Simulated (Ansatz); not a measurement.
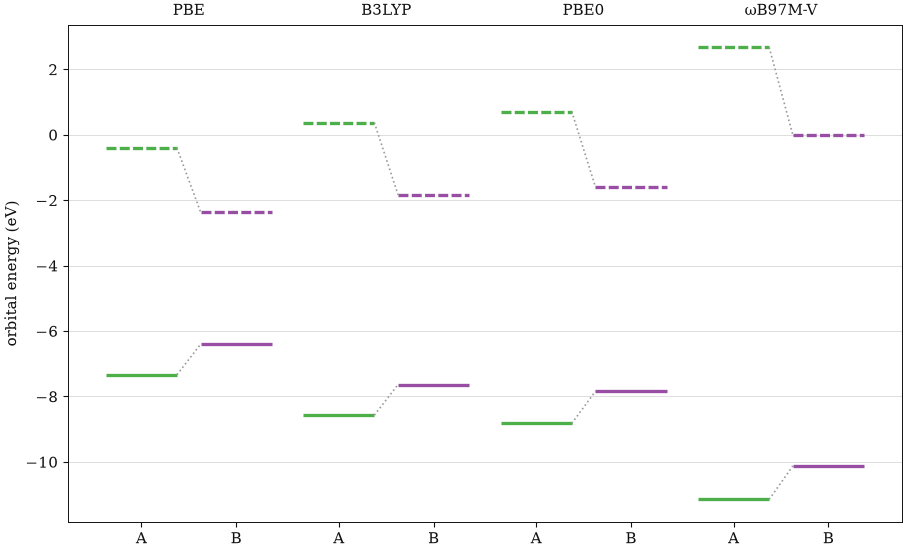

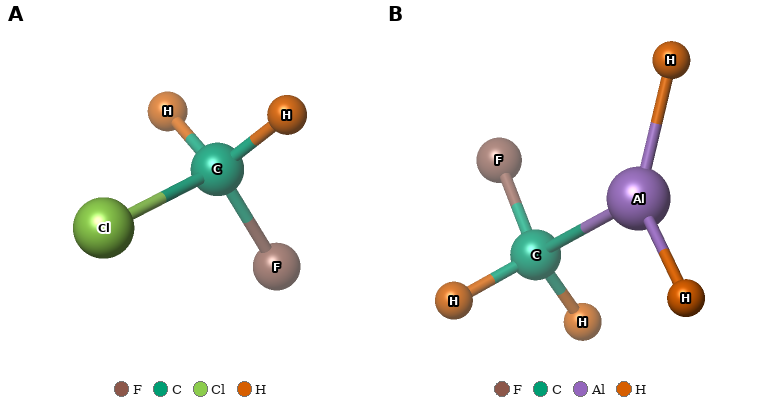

One change: A, CH₂ClF (SMILES FCCl), becomes B, CH₄AlF (SMILES F[CH2][AlH2]). Cl on C is replaced by AlH₂. HOMO (solid) and LUMO (dashed) computed in def2-TZVPP at PBE0-D4/def2-TZVP geometries, both minima by their frequencies, gas phase, the Ansatz code 0.2.0. Empty levels above zero depend strongly on the basis.

**What does the change do to HOMO and LUMO?**

PBE: the HOMO rises by 0.93 eV, the LUMO falls by 1.96 eV, and the separation goes from 6.93 to 4.03 eV. B3LYP: the HOMO rises by 0.94 eV, the LUMO falls by 2.21 eV, and the separation goes from 8.94 to 5.80 eV. PBE0: the HOMO rises by 0.98 eV, the LUMO falls by 2.31 eV, and the separation goes from 9.53 to 6.24 eV. ωB97M-V: the HOMO rises by 1.02 eV, the LUMO falls by 2.68 eV, and the separation goes from 13.82 to 10.11 eV.

**Do the functionals agree on the effect?**

They agree on the direction for both levels; the HOMO shift lies between 0.93 and 1.02 eV and the LUMO shift between −2.68 and −1.96 eV, while the separations themselves differ by up to 6.9 eV between functionals.
